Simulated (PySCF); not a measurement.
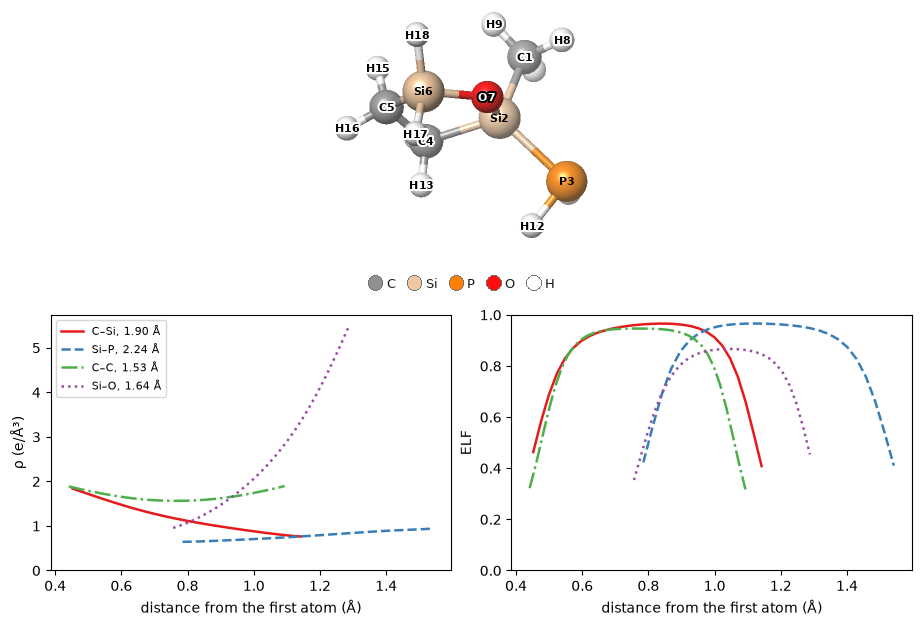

Figure. C$_{3}$H$_{11}$OPSi$_{2}$. Total electron density and electron localisation function along straight lines between neighbouring atoms. The curves leave out the atomic cores. The structure is drawn too.

Geometry: GFN2-xTB.

Theory: PBE0/def2-SVPD, SCF density, gas phase in PySCF 2.14.0.

```xyz
18

C     1.1837    1.8048   -0.7356
Si    0.7239    0.2670    0.2869
P     2.4082   -0.3057    1.6511
C    -0.1509   -1.0926   -0.7554
C    -1.6532   -0.7836   -0.7091
Si   -2.0203    0.0400    0.9729
O    -0.5292    0.6323    1.2895
H     1.4729    2.6196   -0.0791
H     0.3488    2.1454   -1.3398
H     2.0197    1.5992   -1.3964
H     3.2806   -0.5757    0.6122
H     2.0500   -1.6381    1.7695
H     0.0295   -2.0673   -0.2971
H     0.2023   -1.1606   -1.7845
H    -1.8934   -0.0785   -1.5073
H    -2.2378   -1.6819   -0.9051
H    -2.3368   -0.9097    2.0345
H    -2.9069    1.1917    0.8813
```

Question: What kind of bonding do the profiles show?

Answer: C–Si (1.90 Å): ρ is about 0.93 e/Å³ halfway; the ELF peaks at about 0.95 between the atoms: a covalent bond.
Si–P (2.24 Å): the density is about 0.76 e/Å³ at the midpoint; the ELF peaks at about 0.95 between the atoms: a covalent bond.
C–C (1.53 Å): the density is about 1.6 e/Å³ at the midpoint; the ELF peaks at about 0.95 between the atoms; localised, covalent bonding.
Si–O (1.64 Å): ρ at the midpoint is about 1.1 e/Å³; the ELF peaks at about 0.85 between the atoms (a polar covalent bond).
